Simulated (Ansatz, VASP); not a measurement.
**Cross-check of InP between VASP and Ansatz**

One calculation is typed for both programs; each brings its own data sets. How far apart do they land? The cell is taken from a series of VASP runs on this material, whose earlier steps may have relaxed, scaled or displaced it; both programs get it as it stands. Valence electrons are named where the data sets of a main pair hold unlike numbers.

Calculated with Ansatz 0.2.0; plane waves, with VASP 6.6.1 beside it; band structure at PBE, band structure at r2SCAN and band structure at LDA.

## (1) The structure

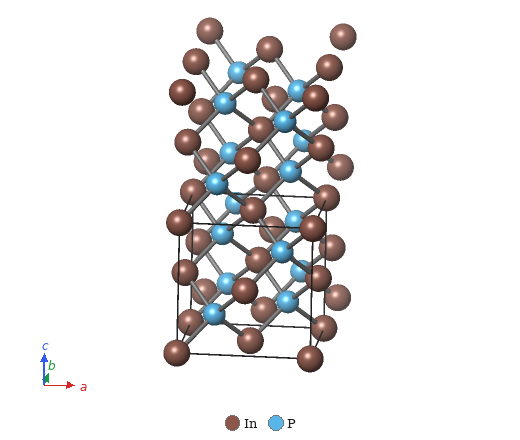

Start, viewed slightly off an axis; indium brown, phosphorus blue. 1×2×2 cells are drawn. This picture shows the conventional cell, with its axes. Bonds to atoms that aren't drawn are left out. Some periodic images of atoms are drawn too.

## (2) Ansatz: band structure, PBE

Ansatz runs on its default PAW (the set named soft_2) files.

The same path points are solved in both programs, so levels can be compared one by one.

input.yaml

```yaml
crystal:
  lattice:
    - [0.0, 2.93435, 2.93435]
    - [2.93435, 0.0, 2.93435]
    - [2.93435, 2.93435, 0.0]
  atoms:
    - { symbol: In, position: [0.0, 0.0, 0.0] }
    - { symbol: P, position: [0.75, 0.75, 0.75] }
hamiltonian:
  xc: pbe
  pseudopotentials: { kind: paw }
kpoints:
  mp_grid: { grid: [6, 6, 6] }
  band_path:
    path:
      - [0.0, 0.0, 0.0]
      - [0.16667, 0.0, 0.16667]
      - [0.33333, 0.0, 0.33333]
      - [0.5, 0.0, 0.5]
      - [0.5, 0.08333, 0.58333]
      - [0.5, 0.19444, 0.69444]
      - [0.5, 0.25, 0.75]
      - [0.45833, 0.29167, 0.75]
      - [0.40278, 0.34722, 0.75]
      - [0.375, 0.375, 0.75]
      - [0.20833, 0.20833, 0.41667]
      - [0.08333, 0.08333, 0.16667]
      - [0.0, 0.0, 0.0]
      - [0.22222, 0.22222, 0.22222]
      - [0.38889, 0.38889, 0.38889]
      - [0.51389, 0.47222, 0.51389]
      - [0.55556, 0.38889, 0.55556]
      - [0.61111, 0.27778, 0.61111]
      - [0.61111, 0.25, 0.63889]
      - [0.56944, 0.25, 0.68056]
      - [0.51389, 0.25, 0.73611]
      - [0.5, 0.27778, 0.72222]
      - [0.5, 0.38889, 0.61111]
      - [0.5, 0.47222, 0.52778]
      - [0.48611, 0.48611, 0.52778]
      - [0.43056, 0.43056, 0.63889]
      - [0.38889, 0.38889, 0.72222]
      - [0.59722, 0.19444, 0.59722]
      - [0.55556, 0.11111, 0.55556]
      - [0.5, 0.0, 0.5]
    npoints: 1
scf:
  occupations: { method: gaussian, width: 0.03 }
  n_extra_bands: 7
output:
  forces: true
  stress: true
  eigenvalues: true
```

The run is started by

```sh
$ ansatz run input.yaml --threads 2 --pin off --max-ram 4608MiB --backend cpu --events-out ev --progress --plain --runs-dir out
```

Numbers of over 12 decimals in the logs are rounded to 6 here.

Output:

```text
scf.n_extra_bands = 7 over 9 filled bands (N_el = 18.0): the run solves 16 bands
Engine: ansatz 0.2.0, aarch64-unknown-linux-gnu
Pseudopotentials: kind: paw
Pseudopotential: In, paw, valence charge 13, recommended cutoff 420 eV (normal), In.paw.azcp
Pseudopotential: P, paw, valence charge 5, recommended cutoff 420 eV (normal), P.paw.azcp
Functional definition: PBE
  parameter kappa = 0.804
  parameter beta = 0.066725
  exchange = pbe_x(kappa = kappa, mu = beta*pi^2/3)
  correlation = pbe_c(beta = beta)
Crystal: 2 atoms, lattice volume = 50.532 Å³
Basis set: ecut = 420 eV, 965 PW (Γ), exchange–correlation on 60×60×60 points (8 copies of the dense FFT grid, shifted against one another)
Bands: 16, of which v1, the nominal top of the filled ones, is band 9 counted from 1 (8 counted from 0)
Symmetry: 24 space group operations
Space group: F-43m (ITA 216), of the structure as read, at distance tolerance 3.7e-5 Å
k-points: 16 of 216 (time reversal used)
Non-local potential: In, projectors of the file, l = 0: 2, l = 1: 2, l = 2: 2, l = 3: 2
Non-local potential: P, projectors of the file, l = 0: 2, l = 1: 2, l = 2: 2
PAW form: soft (Blöchl's): semilocal exchange-correlation on the pseudo side does not see the compensation charge
PAW one-centre angular grid: In, 590 points (default); XC on 64 Gauss nodes
PAW one-centre angular grid: P, 110 points (default); XC on 64 Gauss nodes
Initial density: superposition of atomic densities (neutral atoms: chi_scale 0, normalization atom), corrected by the library's trained network
Initial wavefunctions: pseudopotential atomic-orbital guess
Functional: x = pbe(κ = 0.804, μ = 0.219515), c = pbe(β = 0.066725)
SCF iter   1: F=—  HF=-6353.976128 eV  |F-HF|=—  |Δ(HF+E_count)|=         —  Δρ=1.91e-3  dr2=3.51e-3  ethr=1.77e-3  ⟨swp⟩=6.6  Hψ=1668  notcnv=0
preconditioner: auto → none  [insulator: Δε(μ)=0.680 eV  Ē_g=16.977 eV  σ=0.030 eV  W_gap=1.00  n_scr=14 (ndim 8)  ℏωp=22.2 eV  f_vac=0.021  D(μ)=0.00/eV (n_scr^D=0)  ε∞_Penn≈2.7]
SCF iter   2: F=—  HF=-6353.974582 eV  |F-HF|=—  |Δ(HF+E_count)|=   1.55e-3  Δρ=1.40e-3  dr2=9.76e-4  ethr=1.95e-5  ⟨swp⟩=2.0  Hψ=600  notcnv=0  defer=40
SCF iter   3: F=—  HF=-6353.974261 eV  |F-HF|=—  |Δ(HF+E_count)|=   3.21e-4  Δρ=4.71e-4  dr2=1.03e-4  ethr=5.42e-6  ⟨swp⟩=2.2  Hψ=372  notcnv=0  defer=40
SCF iter   4: F=—  HF=-6353.974299 eV  |F-HF|=—  |Δ(HF+E_count)|=   3.76e-5  Δρ=2.38e-4  dr2=2.11e-5  ethr=5.72e-7  ⟨swp⟩=2.0  Hψ=360  notcnv=0  defer=40
SCF iter   5: F=—  HF=-6353.974283 eV  |F-HF|=—  |Δ(HF+E_count)|=   1.51e-5  Δρ=5.25e-5  dr2=1.55e-6  ethr=1.17e-7  ⟨swp⟩=2.0  Hψ=363  notcnv=0  defer=40
SCF iter   6: F=—  HF=-6353.974284 eV  |F-HF|=—  |Δ(HF+E_count)|=   2.76e-7  Δρ=2.28e-5  dr2=1.96e-7  ethr=8.63e-9  ⟨swp⟩=3.0  Hψ=383  notcnv=0  defer=40
SCF iter   7: F=-6353.974284 eV  HF=-6353.974284 eV  |F-HF|=2.87e-10  |Δ(HF+E_count)|=   6.40e-8  Δρ=1.31e-6  dr2=5.88e-10  ethr=5.56e-10  ⟨swp⟩=9.9  Hψ=1403  notcnv=0
SCF 1 converged in 7 iterations: F = -6353.974284 eV  dr2 = 5.88e-10
  greatest PAW one-centre occupation: 0.981 electrons in one spin orbital (limit 2), on the In atom at site 0 (counted from 0), in its partial waves of l = 2
NSCF: frozen V_eff on 30 k-points
SCF converged after 7 iterations
Free energy (F): -6353.974284 eV
Harris-Foulkes:  -6353.974284 eV  (|F-HF|=2.87e-10)
Internal energy: -6353.974284 eV  (E = F + TS)
E sigma→0 (E₀):  -6353.974284 eV
Fermi energy:    7.298971 eV
--- Per-component energies (eV) ---
  E_band       = -52.780089
  E_kinetic    = 313.708438
  E_local      = -1400.692743  (includes V_loc(G=0)·N_el)
  E_nonlocal   = 401.486827
  E_hartree    = 552.524467
  E_xc         = -276.646108
  E_vxc        = -159.933973  (∫ρ·V_xc dr)
  E_paw        = -4725.248533  (= ΣΔE_a)
  E_vpaw       = -312.396931  (= ΣTr[D̂ρ^β])
  E_aug_tail   = 0.000030  (compensation charges beyond the density's cutoff)
  E_ewald      = -1219.106662
  E_smearing   = -0.000000  (= −TS)
  E_closure    = -0.000000  (closes the sum)
  Σ components = -6353.974284   (vs F -6353.974284, Δ=0.00e0)
--- Forces (eV/Å), atoms counted from 1 ---
  atom   1  In    -0.00000000     0.00000000    -0.00000000
  atom   2  P      0.00000000     0.00000000    -0.00000000
  max |Σ_I F_I| component: 7.40e-17 eV/Å
--- Stress (GPa, compression-positive) ---
        3.044155       0.000000      -0.000000
        0.000000       3.044155       0.000000
       -0.000000       0.000000       3.044155
  P = ⅓ Tr σ = 3.0442 GPa (30.442 kbar)
--- Band table (eV; the first three rows and the last of 16) ---
  k-point 0: bands = [... 5 lower, -4.5383, 6.9524, 6.9524, 6.9524, 7.6442, 11.0376, 11.0376, 11.0376, ... 3 higher]
  k-point 1: bands = [... 5 lower, -4.2270, 4.7731, 6.6498, 6.6498, 8.7409, 11.4382, 11.4744, 11.4744, ... 3 higher]
  k-point 2: bands = [... 5 lower, -3.4239, 2.4016, 6.1803, 6.1803, 8.5984, 11.8140, 11.8140, 13.2101, ... 3 higher]
  k-point 15: bands = [... 5 lower, -2.1186, 1.3267, 4.1615, 4.1862, 10.2341, 10.5671, 13.7303, 14.0164, ... 3 higher]
```

Elapsed: 2.6 s, on 2 threads of Arm Neoverse N1, shared host; peak memory 0.29 GiB.

## (3) VASP: band structure, PBE

The same cell, functional, mesh and smearing now go to VASP, with its own data sets.

Lines of VASP's logs that name or quote its potential files are left out, and so is its time.

INCAR

```
SYSTEM = InP
PREC = Accurate
ENCUT = 350
EDIFF = 1E-06
NELM = 100
ISMEAR = 0
SIGMA = 0.03
LREAL = .FALSE.
ALGO = Normal
GGA = PE
NBANDS = 21
LORBIT = 11
LWAVE = .FALSE.
LCHARG = .FALSE.
KPAR = 4
```

POSCAR

```
InP
1.0
    0.0000000000      2.9343500000      2.9343500000
    2.9343500000      0.0000000000      2.9343500000
    2.9343500000      2.9343500000      0.0000000000
In P
1 1
Direct
    0.0000000000      0.0000000000      0.0000000000
    0.7500000000      0.7500000000      0.7500000000
```

KPOINTS

```
Automatic mesh
0
Gamma
6 6 6
0 0 0
```

KPOINTS_OPT

```
Line mode
10
Line-mode
Reciprocal
  0.00000000   0.00000000   0.00000000 GAMMA
  0.50000000   0.00000000   0.50000000 X

  0.50000000   0.00000000   0.50000000 X
  0.50000000   0.25000000   0.75000000 W

  0.50000000   0.25000000   0.75000000 W
  0.37500000   0.37500000   0.75000000 K

  0.37500000   0.37500000   0.75000000 K
  0.00000000   0.00000000   0.00000000 GAMMA

  0.00000000   0.00000000   0.00000000 GAMMA
  0.50000000   0.50000000   0.50000000 L

  0.50000000   0.50000000   0.50000000 L
  0.62500000   0.25000000   0.62500000 U

  0.62500000   0.25000000   0.62500000 U
  0.50000000   0.25000000   0.75000000 W

  0.50000000   0.25000000   0.75000000 W
  0.50000000   0.50000000   0.50000000 L

  0.50000000   0.50000000   0.50000000 L
  0.37500000   0.37500000   0.75000000 K

  0.62500000   0.25000000   0.62500000 U
  0.50000000   0.00000000   0.50000000 X
```

PAW data sets: In_d and P (PBE family, release 64).

The run is started by

```sh
$ mpirun -np 4 vasp_std
```

Output:

```text
[banner, memory and clock lines left out]
running    4 mpi-ranks, on    1 nodes
 distrk:  each k-point on    1 cores,    4 groups
 distr:  one band on    1 cores,    1 groups

 POSCAR found type information on POSCAR InP
 POSCAR found :  2 types and       2 ions
 LDA part: xc-table for (Slater+PW92), standard interpolation
 POSCAR, INCAR and KPOINTS ok, starting setup
 FFT: planning ... GRIDC
 FFT: planning ... GRID_SOFT
 FFT: planning ... GRID
 WAVECAR not read
 entering main loop
       N       E                     dE             d eps       ncg     rms          rms(c)
DAV:   1     0.114776099900E+03    0.11478E+03   -0.60871E+03   687   0.717E+02
DAV:   2     0.846360813148E+00   -0.11393E+03   -0.10590E+03   712   0.239E+02
DAV:   3    -0.854738340893E+01   -0.93937E+01   -0.93157E+01   835   0.661E+01
DAV:   4    -0.878546191459E+01   -0.23808E+00   -0.23786E+00   818   0.103E+01
DAV:   5    -0.879685900711E+01   -0.11397E-01   -0.11396E-01   992   0.208E+00    0.568E+00
DAV:   6    -0.840089871874E+01    0.39596E+00   -0.41506E-01  1041   0.970E+00    0.330E+00
DAV:   7    -0.836993368598E+01    0.30965E-01   -0.11120E-01   994   0.230E+00    0.128E+00
DAV:   8    -0.837052239995E+01   -0.58871E-03   -0.14449E-02   825   0.104E+00    0.273E-01
DAV:   9    -0.837108196912E+01   -0.55957E-03   -0.97656E-04   795   0.238E-01    0.123E-01
DAV:  10    -0.837124578396E+01   -0.16381E-03   -0.17900E-04   864   0.172E-01    0.670E-02
DAV:  11    -0.837132855235E+01   -0.82768E-04   -0.11123E-04   717   0.773E-02    0.266E-02
DAV:  12    -0.837132772301E+01    0.82934E-06   -0.47618E-06   811   0.151E-02
   1 F= -.83713277E+01 E0= -.83713277E+01  d E =-.337743E-25
 Start KPOINTS_OPT (optional k-point list driver)
k-point batch [1-16\100]
       N       E                     dE             ncg
DAV:   1     0.666361100991E+03   -0.50320E+04      703
DAV:   2    -0.117854838349E+04   -0.18449E+04      712
DAV:   3    -0.133043300134E+04   -0.15188E+03      804
DAV:   4    -0.133447113653E+04   -0.40381E+01      826
DAV:   5    -0.133468177757E+04   -0.21064E+00      961
DAV:   6    -0.133468542317E+04   -0.36456E-02      861
DAV:   7    -0.133468551932E+04   -0.96142E-04      977
DAV:   8    -0.133468552021E+04   -0.89378E-06      695
[...]
k-point batch [97-100\100]
       N       E                     dE             ncg
DAV:   1     0.639381657502E+04   -0.19053E+04      173
DAV:   2     0.594472725010E+04   -0.44909E+03      189
DAV:   3     0.591017062604E+04   -0.34557E+02      227
DAV:   4     0.590934095509E+04   -0.82967E+00      193
DAV:   5     0.590929862078E+04   -0.42334E-01      240
DAV:   6     0.590929753215E+04   -0.10886E-02      207
DAV:   7     0.590929750445E+04   -0.27697E-04      248
DAV:   8     0.590929750416E+04   -0.29597E-06      190
```

From OUTCAR (step 3):

```text
ion  position               nearest neighbor table
   1  0.000  0.000  0.000-   2 2.54   2 2.54   2 2.54   2 2.54
   2  0.750  0.750  0.750-   1 2.54   1 2.54   1 2.54   1 2.54

  LATTYP: Found a face centered cubic cell.
 ALAT       =     5.8687000000

 Subroutine GETGRP returns: Found 24 space group operations
 (whereof 24 operations were pure point group operations)

The static configuration has the point symmetry T_d .

 Found     16 irreducible k-points:

   k-points           NKPTS =     16   k-points in BZ     NKDIM =     16   number of bands    NBANDS=     21

   dimension x,y,z NGX =    28 NGY =   28 NGZ =   28
   dimension x,y,z NGXF=    56 NGYF=   56 NGZF=   56

   ENCUT  =  350.0 eV  25.72 Ry    5.07 a.u.   6.33  6.33  6.33*2*pi/ulx,y,z

   NELECT =      18.0000    total number of electrons

 k-points in reciprocal lattice and weights: Automatic mesh
   0.00000000  0.00000000  0.00000000       0.005
   0.16666667  0.00000000  0.00000000       0.037
   0.33333333  0.00000000  0.00000000       0.037
   0.50000000  0.00000000  0.00000000       0.019
   0.16666667  0.16666667  0.00000000       0.028
   0.33333333  0.16666667  0.00000000       0.111
   0.50000000  0.16666667  0.00000000       0.111
  -0.33333333  0.16666667  0.00000000       0.111
  -0.16666667  0.16666667  0.00000000       0.056
[...]
-0.33333333  0.33333333  0.16666667       0.111
  -0.33333333  0.50000000  0.16666667       0.056

 average (electrostatic) potential at core
       1 -95.6763       2 -82.7566

 E-fermi :   5.3658

 k-point     1 :       0.0000    0.0000    0.0000
  band No.  band energies     occupation
    ...
      5      -8.8773      2.00000
      6      -6.3392      2.00000
      7       5.1530      2.00000
      8       5.1530      2.00000
      9       5.1530      2.00000
     10       5.8398      0.00000
     11       9.2403      0.00000
     12       9.2403      0.00000
     13       9.2403      0.00000
     14      13.7115      0.00000
    ...

 k-point     2 :       0.1667    0.0000    0.0000
  band No.  band energies     occupation
    ...
      5      -8.8770      2.00000
      6      -6.0277      2.00000
      7       2.9723      2.00000
      8       4.8504      2.00000
      9       4.8504      2.00000
     10       6.9377      0.00000
     11       9.6393      0.00000
     12       9.6777      0.00000
     13       9.6777      0.00000
     14      13.7682      0.00000
    ...

 k-point     3 :       0.3333    0.0000    0.0000
  band No.  band energies     occupation
    ...
      5      -8.8706      2.00000
      6      -5.2242      2.00000
      7       0.6006      2.00000
      8       4.3808      2.00000
      9       4.3808      2.00000
     10       6.7949      0.00000
     11      10.0178      0.00000
     12      10.0178      0.00000
     13      11.4098      0.00000
     14      14.0358      0.00000
    ...

  Total        0.8708183      0.8708183      0.8708183      0.0000000      0.0000000     -0.0000000
  in kB       27.6103808     27.6103808     27.6103808      0.0000000      0.0000000     -0.0000000
  external PRESSURE =      27.6103808 kB  Pullay stress =       0.0000000 kB

  energy-cutoff  :      350.00
  volume of cell :       50.53
      direct lattice vectors                 reciprocal lattice vectors
     0.000000000  2.934350000  2.934350000    -0.170395488  0.170395488  0.170395488
     2.934350000  0.000000000  2.934350000     0.170395488 -0.170395488  0.170395488
     2.934350000  2.934350000  0.000000000     0.170395488  0.170395488 -0.170395488

 POSITION                                       TOTAL-FORCE (eV/Angst)
 -----------------------------------------------------------------------------------
      0.00000      0.00000      0.00000        -0.000000     -0.000000     -0.000000
      4.40152      4.40152      4.40152         0.000000      0.000000      0.000000
 -----------------------------------------------------------------------------------
    total drift:                               -0.000000     -0.000000     -0.000000

  FREE ENERGIE OF THE ION-ELECTRON SYSTEM (eV)
  ---------------------------------------------------
  free  energy   TOTEN  =        -8.3713277230 eV

  energy  without entropy=       -8.3713277230  energy(sigma->0) =       -8.37132772

 total charge
# of ion       s       p       d       tot
------------------------------------------
    1        0.826   0.764   9.898  11.489
    2        1.029   1.498   0.000   2.527
--------------------------------------------------
tot          1.855   2.263   9.898  14.016

[... 3 further parts left out ...]
```

The run ends at a pressure of 2.76 GPa.

## (4) Side by side

Known differences besides the potentials themselves: the cutoff is 420 eV in Ansatz and 350 eV in VASP; VASP leaves aspherical gradient terms in its spheres out (LASPH is not set), Ansatz keeps them. Total energies have different zeros and are not compared.

Compared:

```csv
quantity,Ansatz,VASP,difference
pressure (GPa),3.04,2.76,+0.28
gap over the path points (eV),0.692,0.687,+0.005
```

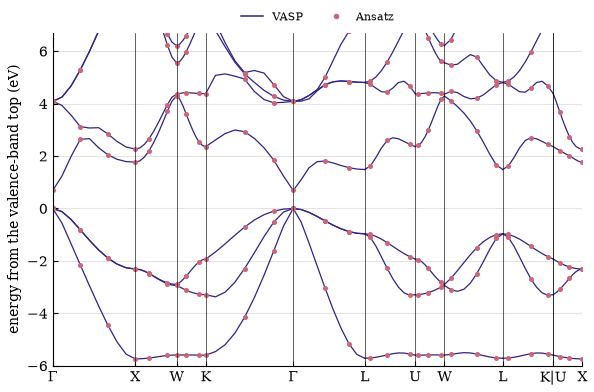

Bands from VASP (lines) and levels from Ansatz (dots). Dots without a line are higher empty bands that the VASP plot leaves out.

Levels at points of the path, from each program's valence-band top (eV; 3 filled, then empty):

```csv
k (reciprocal lattice),Ansatz,VASP
0.000 0.000 0.000,0.00 0.00 0.00 0.69 4.08 4.08,0.00 0.00 0.00 0.69 4.09 4.09
0.167 0.000 0.167,-2.15 -0.81 -0.81 2.64 3.12 5.28,-2.15 -0.81 -0.81 2.63 3.12 5.28
0.333 0.000 0.333,-4.44 -1.89 -1.89 2.06 2.85 7.57,-4.44 -1.89 -1.89 2.05 2.85 7.58
0.500 0.000 0.500,-5.74 -2.31 -2.31 1.77 2.27 9.19,-5.74 -2.31 -2.31 1.76 2.27 9.19
0.500 0.083 0.583,-5.70 -2.48 -2.48 2.21 2.66 8.35,-5.70 -2.48 -2.48 2.20 2.66 8.36
0.500 0.194 0.694,-5.60 -2.87 -2.83 3.71 3.96 6.24,-5.61 -2.87 -2.84 3.70 3.96 6.24
0.500 0.250 0.750,-5.58 -2.94 -2.89 4.29 4.36 5.56,-5.59 -2.94 -2.90 4.29 4.36 5.56
0.458 0.292 0.750,-5.58 -3.12 -2.57 3.60 4.42 5.98,-5.58 -3.12 -2.57 3.60 4.42 5.99
0.403 0.347 0.750,-5.59 -3.27 -2.03 2.53 4.39 7.09,-5.59 -3.27 -2.03 2.53 4.39 7.09
0.375 0.375 0.750,-5.59 -3.29 -1.93 2.36 4.38 7.49,-5.59 -3.29 -1.93 2.36 4.38 7.50
```

Among the levels compared at these points, filled levels agree within 3 meV and empty ones within 10 meV.

[end of part 1 of 2]

[Lines on the potential files, build, host, timing and source positions are cut from VASP's logs without a mark.]

[Logs are printed without paths, hosts, clocks, repeated set-up lines and the standing remarks that a program may print on its own settings, such as how far it seeks lower states.]

[Hosts, paths, dates, database ids (printed as entryN), source tags and the programs' standing remarks are cut or masked in the printed files.]
